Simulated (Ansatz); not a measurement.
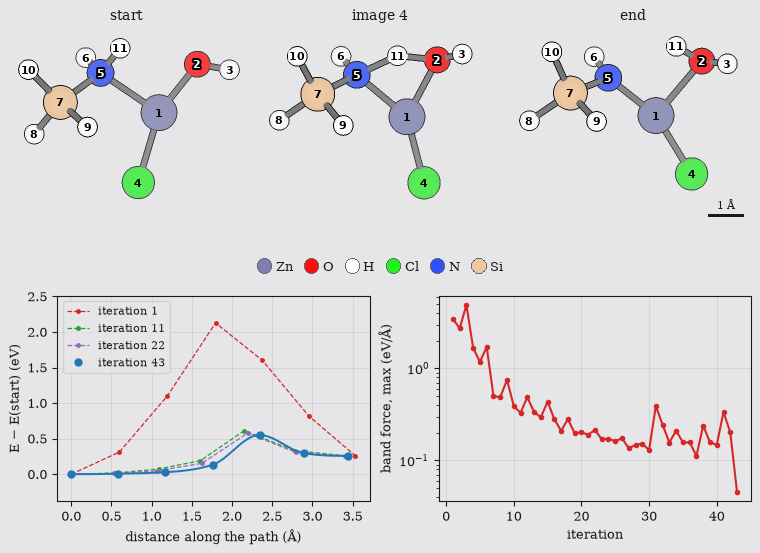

A search for the minimum-energy path of ZnSiNH6OCl by the nudged elastic band. Images are numbered from 0 (start) to 6 (end). The plot follows the band through its iterations. Style: ball-and-stick. Shown at a tilt.

Method: RKS B3LYP/def2-SVP in Ansatz. Settings: 5 movable images; climbing image from the first iteration; force threshold 0.05 eV/Å; iteration limit 60; optimiser L-BFGS; starting path through a guess of the saddle point.

> Did the band converge, and can the barrier be trusted?

The run is converged, with reservations. The band converged in 43 iterations. The largest component of the band force went from 3.5 to 0.045 eV/Å. The climbing image converged on the top of the path. Its curvatures weren't checked. The first iteration put the highest image at 2.13 eV. The energy climbs by 0.55 eV to image 4 and then falls by 0.29 eV, so the end point sits at +0.26 eV.

Cost: 16 min on 4 threads of Intel(R) Xeon(R) Platinum 8259CL CPU @ 2.50GHz (Skylake/Cascade Lake), with other jobs on the host, peak memory 0.41 GiB.
